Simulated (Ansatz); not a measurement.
# SrMn2, from a guessed structure to a relaxed one, part 2 of 2

Starting from a made-up structure for SrMn2, the aim is the relaxed cell, its shortest contacts and, where a second run follows, its electronic structure.

Ansatz 0.2.0; DFT, PBE, plane-wave PAW, files of the set soft_1, scalar-relativistic, ferromagnetic start, cell and ions relaxed at zero pressure; PAW set soft_1 (the session's first sound run).

So far: Starting point; Relaxing cell and atoms. The relaxed cell has a = 3.520, c = 11.625 Å (conventional setting).

In doubt: warnings of the run leave room for a lower electronic state, so energies may not be the lowest and differences between runs may mislead.

### 3. Bands of the relaxed cell

With the geometry fixed, one more self-consistent run, with a narrower smearing and the mesh shown in its input, gives the bands, and its pressure, and its forces where symmetry allows any, show how far the geometry depends on these settings.

This step: DFT, PBE, plane-wave PAW, files of the set soft_1, scalar-relativistic, ferromagnetic start, bands and density of states at the relaxed cell; PAW set soft_1 (Ansatz 0.2.0).

File input.yaml:

```yaml
crystal:
  lattice:
    - [-1.7601160526, 1.7601160526, 5.812252434]
    - [1.7601160526, -1.7601160526, 5.812252434]
    - [1.7601160526, 1.7601160526, -5.812252434]
  atoms:
    - { symbol: Sr, position: [0.5, 0.5, 0.0] }
    - { symbol: Mn, position: [0.1994952625, 0.1994952625, 0.0], spin: 3.8 }
    - { symbol: Mn, position: [0.8005047375, 0.8005047375, 0.0], spin: 3.8 }
magnetization:
  spin_polarized: true
kpoints:
  mp_grid: { grid: [12, 12, 12] }
  band_path:
    path:
      - [[0.0, 0.0, 0.0], [-0.5, 0.5, 0.0], [-0.5, 0.5, -0.04585257], [-0.27292628, 0.27292628, -0.27292628], [0.0, 0.0, 0.0], [0.5, 0.5, -0.5], [0.27292628, 0.72707372, -0.72707372], [0.0, 0.5, -0.5], [-0.25, 0.75, -0.25], [0.04585257, 0.95414743, -0.5], [0.5, 0.5, -0.5]]
      - [[-0.5, 0.5, 0.0], [-0.25, 0.75, -0.25]]
    npoints: 7
scf:
  occupations: { method: fermi_dirac, width: 0.03 }
  n_extra_bands: 11
hamiltonian:
  xc: pbe
  pseudopotentials: { kind: paw, azcp: { folder: soft_1 } }
output:
  forces: true
  stress: true
  write_bands: true
  dos: { projected: true }
  write_density: true
  write_potential: true
  elf: true
  volumetric_format: npy
```

Command:

```
$ ansatz run input.yaml --threads 4 --pin off --max-ram 10240MiB --backend cpu --events-out ev --progress --plain --runs-dir out
```

Numbers of over 12 decimals in the logs are rounded to 6 here.

The program printed:

```text
[...]
Crystal: 3 atoms, lattice volume = 72.026 Å³
Basis set: ecut = 420 eV, 1419 PW (Γ), FFT grids on a1−a2, a2, a1+a3, exchange–correlation on 72×90×48 points (8 copies of the dense FFT grid, shifted against one another)
Bands: 31, of which v1, the nominal top of the filled ones, is band 20 counted from 1 (19 counted from 0)
Symmetry: 16 space group operations
[...]
k-points: 163 of 1728
[...]
Starting moments: Σ|m| = 7.6 μB on 2 of 3 sites
[...]
SCF iter   1: F=—  HF=-11339.624478 eV  |F-HF|=—  |Δ(HF+E_count)|=         —  Δρ=3.75e-2 (↑7.43e-3 ↓3.75e-2)  dr2=1.79e0  dr2_m=2.49e-1  M=8.080 μB ∫|m|=8.317 μB  β_m=0.30  ethr=3.10e-3  ⟨swp⟩=8.0  Hψ=53972  notcnv=0
[...]
SCF iter  11: F=-11339.729094 eV  HF=-11339.729094 eV  |F-HF|=2.70e-8  |Δ(HF+E_count)|=   6.42e-9  Δρ=3.16e-6 (↑2.65e-6 ↓3.16e-6)  dr2=3.05e-8  dr2_m=3.37e-10  M=7.842 μB ∫|m|=8.211 μB  ethr=2.50e-10  ⟨swp⟩=14.9  Hψ=60919  notcnv=0
SCF 1 converged in 11 iterations: F = -11339.729094 eV  dr2 = 3.05e-8
[...]
NSCF: frozen V_eff on 79 k-points
SCF converged after 11 iterations
Magnetization: 7.8425 μB (23.9212 up, 16.0788 down)
Absolute magnetization: 8.2102 μB (∫|ρ↑−ρ↓|, with the PAW one-centre terms)
[...]
Per-site moments (μB) at R_I (Å): [(-0.061306, 1.403345), (3.818820, 1.135292), (3.818820, 1.135292)]
Free energy (F): -11339.729094 eV
[...]
Internal energy: -11339.717749 eV  (E = F + TS)
E sigma→0 (E₀):  -11339.723421 eV
Entropy (-TS):   -0.011345 eV (-3.782 meV/atom)
Fermi energy:    9.715442 eV
[...]
--- Forces (eV/Å), atoms counted from 1 ---
  atom   1  Sr    -0.00000000    -0.00000000     0.00000000
  atom   2  Mn     0.00000000    -0.00000000    -0.02088774
  atom   3  Mn     0.00000000     0.00000000     0.02088774
  max |Σ_I F_I| component: 1.48e-31 eV/Å
--- Stress (GPa, compression-positive) ---
        0.316791       0.000000      -0.000000
        0.000000       0.316791      -0.000000
        0.000000       0.000000       0.075347
  P = ⅓ Tr σ = 0.2363 GPa (2.363 kbar)
--- Band table (eV; the first three rows and the last of 326) ---
  k-point 0 ↑: bands = [... 16 lower, 7.0833, 7.4937, 7.4937, 7.7745, 7.7745, 8.1040, 8.5909, 9.5048, ... 7 higher]
  k-point 1 ↑: bands = [... 16 lower, 7.1303, 7.4912, 7.5052, 7.6737, 7.8980, 8.1874, 8.5576, 9.5172, ... 7 higher]
  k-point 2 ↑: bands = [... 16 lower, 7.2822, 7.4406, 7.4878, 7.5209, 8.0764, 8.2862, 8.4716, 9.6710, ... 7 higher]
  k-point 162 ↓: bands = [... 16 lower, 10.5699, 11.0410, 11.0410, 11.0673, 11.0948, 11.0948, 11.5263, 11.5925, ... 7 higher]
```

It took 24 s on 4 threads of Arm Neoverse V1, shared host; peak memory 0.75 GiB.

Numbers from this step:

| Property | Result |
| --- | --- |
| free energy | -11339.7291 eV |
| energy at zero smearing | -11339.7234 eV |
| smearing term TS | 0.01134 eV |
| Fermi energy | 9.715 eV |
| magnetization | 7.842 μB |
| absolute magnetization | 8.210 μB |
| site moments | -0.06131, 3.819, 3.819 μB |
| pressure | 0.2363 GPa |

bands.tsv at the labelled points (eV, zero at the Fermi level; the bands that come nearest the Fermi level along the path):

```tsv
point	band_22_up	band_23_up	band_24_up	band_14_dn	band_15_dn	band_16_dn	band_17_dn	band_18_dn
Γ	-1.12	-0.21	0.13	-0.82	-0.77	0.84	0.96	1.33
X	-0.42	-0.42	0.51	-0.42	-0.29	-0.24	0.02	0.53
Y	-0.63	-0.40	0.61	-0.40	-0.21	-0.13	-0.01	0.44
S	-1.21	-0.89	0.22	-1.17	0.14	0.35	0.39	0.53
Γ	-1.12	-0.21	0.13	-0.82	-0.77	0.84	0.96	1.33
Z	-1.55	-1.13	1.87	-0.98	-0.74	0.85	1.33	1.33
S1	-1.21	-0.89	0.22	-1.17	0.14	0.35	0.39	0.53
N	-1.20	-0.89	0.45	-1.09	0.03	0.41	0.51	0.86
P	-0.39	-0.01	-0.01	-0.27	-0.27	-0.09	0.20	0.20
Y1	-0.63	-0.40	0.61	-0.40	-0.21	-0.13	-0.01	0.44
Z	-1.55	-1.13	1.87	-0.98	-0.74	0.85	1.33	1.33
X	-0.42	-0.42	0.51	-0.42	-0.29	-0.24	0.02	0.53
P	-0.39	-0.01	-0.01	-0.27	-0.27	-0.09	0.20	0.20
```

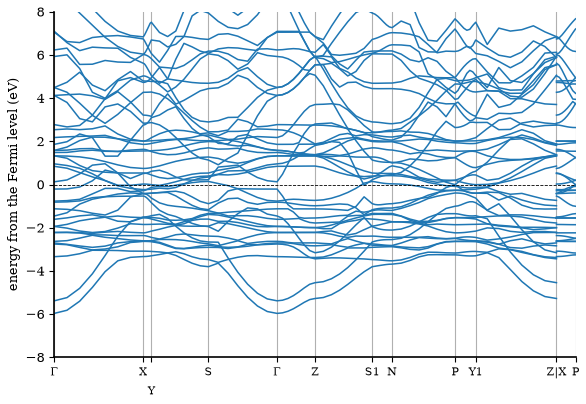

Bands along the path. 24 bands lie wholly below the window drawn.

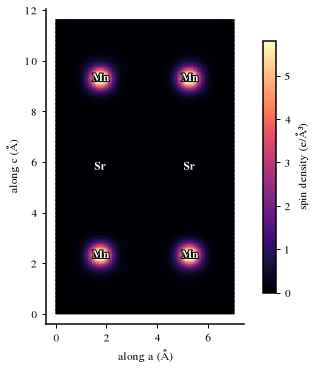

Spin density in the ac plane of the conventional cell at fractional y = 0.000, with atoms of Sr and Mn within 0.2 Å of it. The map starts off the cell's origin, so that atoms lie inside it.

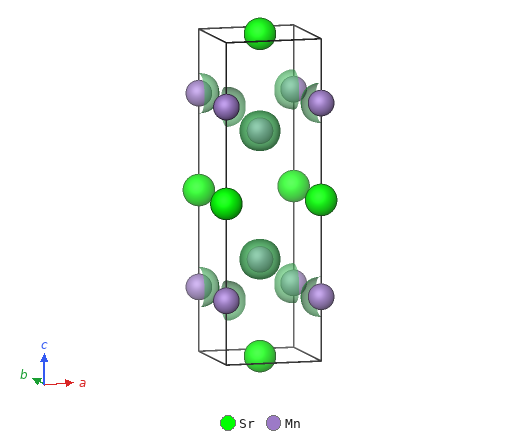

Surface of spin density = 0.5 e/Å³, which holds about 70 % of the integral of its size.

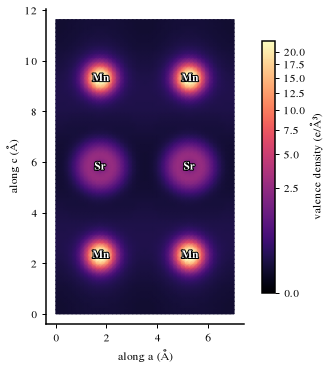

Valence density in the ac plane of the conventional cell at fractional y = 0.000, with atoms of Sr and Mn within 0.2 Å of it. It is the smooth field of the valence electrons, not physical close to the nuclei. The map starts off the cell's origin, so that atoms lie inside it. The colour scale is stretched toward low values.

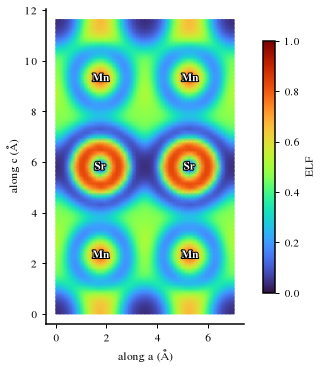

ELF in the ac plane of the conventional cell at fractional y = 0.000, with atoms of Sr and Mn within 0.2 Å of it. It is the smooth field of the valence electrons, not physical close to the nuclei. The map starts off the cell's origin, so that atoms lie inside it.

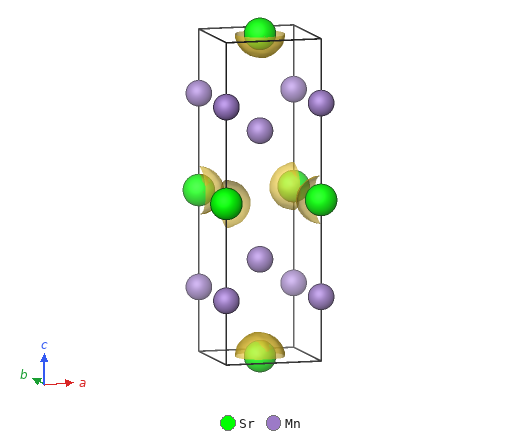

Surface of ELF = 0.77.

### 4. Outcome

* space group, relaxed: I4/mmm
* conventional cell: a = 3.520, b = 3.520, c = 11.625 Å; α = 90.0°, β = 90.0°, γ = 90.0°
* volume per atom: 24.01 Å³ (guess 24.56)
* total moment: 7.78 μB in the cell of 3 atoms

SrMn2 relaxes to I4/mmm with a = 3.520, b = 3.520 and c = 11.625 Å. The guessed volume was 2 % too large. The space group I4/mmm was held in the relaxation, so the end point is a stationary structure within it and may be a saddle against distortions or other arrangements. The input starts from parallel moments, and no other start was typed. The electronic state may lie above the lowest one. Bands cross the Fermi level, so it is a metal or semimetal at this level. On the 12×12×12 mesh with the narrower smearing (relaxed on 11×11×11) the largest force component is 0.021 eV/Å and the largest stress component is 0.317 GPa, against the relaxation's thresholds of 0.015 eV/Å and 0.05 GPa. The cutoff wasn't tested. No dispersion term is used, so weakly bound directions may come out too long. The program estimates, without running it, that another magnetic order lies lower than the one relaxed here. Nothing here tests whether the compound is stable against decomposition.

[Logs are printed without paths, hosts, clocks, repeated set-up lines and the standing remarks that a program may print on its own settings, such as how far it seeks lower states.]

[Hosts, paths, dates, database ids (printed as entryN), source tags and the programs' standing remarks are cut or masked in the printed files.]
